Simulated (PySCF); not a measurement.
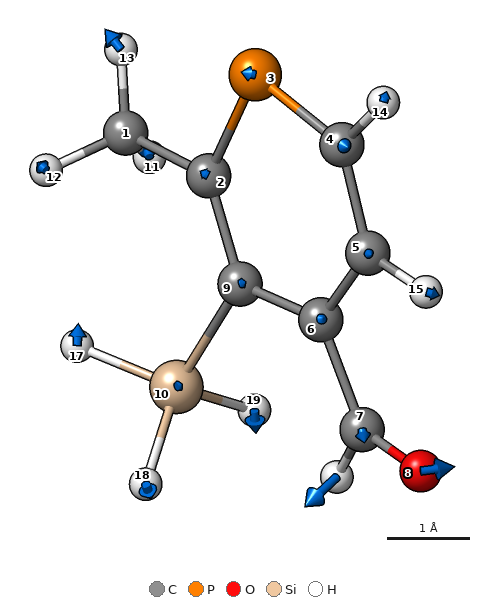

A relaxation of C7H9OPSi. The starting structure is drawn; blue arrows show the displacements, magnified 5 times. The two geometries are superimposed by the best rigid fit.

A ball-and-stick model, seen from a free direction.

The start comes from GFN2-xTB. Its atoms were then displaced at random by about 0.01 Å.

These are results of PySCF, PBE0-D3(BJ)/def2-SVP geometry optimisation, gas phase, not measurements. 

### Atoms of which element are displaced furthest, and by how much?

Hydrogen: up to 0.14 Å, against 0.09 Å for oxygen.

### Describe the change and its energy.

The largest move after the best rigid fit is that of an H atom, 0.14 Å. Largest moves by element: H 0.14 Å, O 0.09 Å, C 0.04 Å, P 0.04 Å, Si 0.02 Å. Near-neighbour distances that change, for instance: C–H 1.034 → 1.100 Å, C–P 1.679 → 1.733 Å, C–C 1.449 → 1.486 Å, H–Si 1.470 → 1.495 Å. Among the angles between lasting bonds that change: H–Si–H 112.7° → 108.8°, H–C–H 110.7° → 107.4°, H–C–H 110.6° → 107.5°. After 7 geometry steps the energy has fallen by 0.225 eV.
